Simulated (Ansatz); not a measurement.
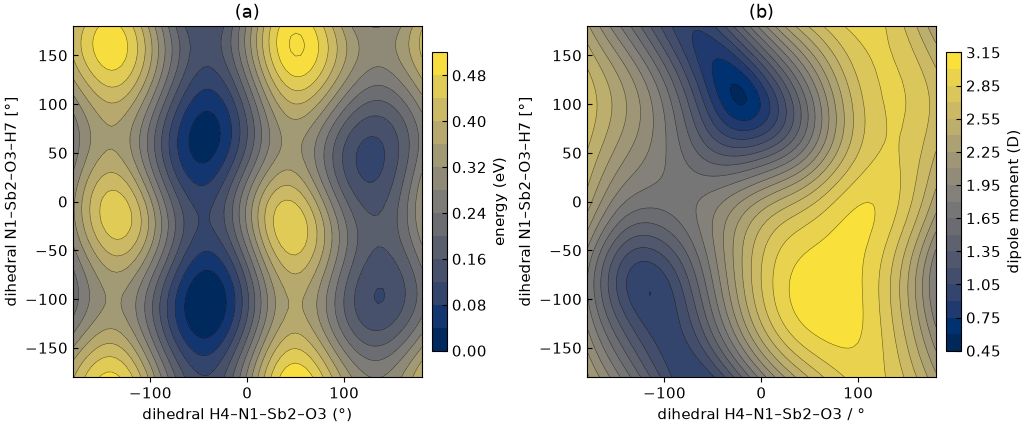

H₄NOSb, SMILES [NH2][SbH][OH]. Coordinates scanned: (1) dihedral H4–N1–Sb2–O3; (2) dihedral N1–Sb2–O3–H7. Nothing is relaxed (all other coordinates rigid). Grid: 18 × 18 points. All energies are given in eV relative to the relaxed molecule at the same level. Computed with RKS B3LYP-D4/def2-SVP in Ansatz.

Panel (a) is the energy; panel (b) is the computed dipole moment, in D.

In the figure: filled contours. Between grid points the surface is interpolated.

### How does the dipole moment vary over the map, and what is it at the lowest grid point?

Leaving out the highest fifth of the energies, it runs from 0.59 D at dihedral H4–N1–Sb2–O3 = −20°, dihedral N1–Sb2–O3–H7 = 100° to 3.11 D at dihedral H4–N1–Sb2–O3 = 60°, dihedral N1–Sb2–O3–H7 = −100°. At the lowest grid point, dihedral H4–N1–Sb2–O3 = −40°, dihedral N1–Sb2–O3–H7 = −100°, it is 1.94 D.

| dihedral N1–Sb2–O3–H7 ↓, dihedral H4–N1–Sb2–O3 → | −160 | −120 | −80 | −40 | 0 | 40 | 80 | 120 | 160 |
| --- | --- | --- | --- | --- | --- | --- | --- | --- | --- |
| 140 | 2.32 | 1.82 | 1.16 | 0.71 | 1.18 | 1.90 | 2.54 | 2.86 | 2.73 |
| 100 | 2.46 | 2.04 | 1.44 | 0.74 | 0.76 | 1.50 | 2.32 | 2.82 | 2.80 |
| 60 | 2.37 | 2.00 | 1.60 | 1.18 | 1.19 | 1.65 | 2.37 | 2.83 | 2.76 |
| 20 | 2.16 | 1.84 | 1.73 | 1.74 | 1.96 | 2.28 | 2.71 | 2.94 | 2.69 |
| −20 | 1.84 | 1.52 | 1.69 | 2.06 | 2.50 | 2.79 | 2.99 | 2.98 | 2.54 |
| −60 | 1.47 | 1.06 | 1.41 | 2.06 | 2.69 | 3.01 | 3.07 | 2.89 | 2.29 |
| −100 | 1.42 | 0.92 | 1.19 | 1.94 | 2.67 | 3.06 | 3.10 | 2.87 | 2.24 |
| −140 | 1.68 | 1.12 | 1.04 | 1.66 | 2.42 | 2.90 | 3.04 | 2.89 | 2.37 |
| −180 | 2.00 | 1.43 | 0.94 | 1.17 | 1.87 | 2.46 | 2.82 | 2.89 | 2.55 |

The table holds every second grid line.
